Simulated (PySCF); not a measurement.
Ga(F)(Cl)(Vi), SMILES [Cl][Ga]([CH]=C)[F] (C₂H₃ClFGa) at its CAM-B3LYP/def2-SVP optimised geometry (Å):

```
8

Ga     0.6382     0.3139     0.0000
F      2.3802     0.3139     0.0000
Cl    -0.2191     2.2696     0.0000
C     -0.4212    -1.2906    -0.0047
C     -1.7547    -1.2203    -0.0338
H      0.0684    -2.2696     0.0142
H     -2.3802    -2.1200    -0.0398
H     -2.2860    -0.2630    -0.0531
```

Method: CAM-B3LYP/def2-TZVP in PySCF 2.14.0.

Map of the log10 of the electron density (e/bohr³), floored at −4 on the plane z = 1.5 Å:

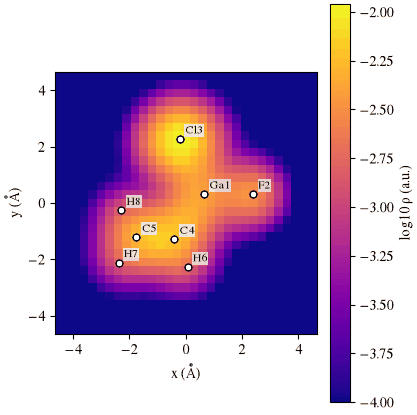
Fig. 1. Log10 of the electron density (e/bohr³), floored at −4 on the plane z = 1.5 Å.
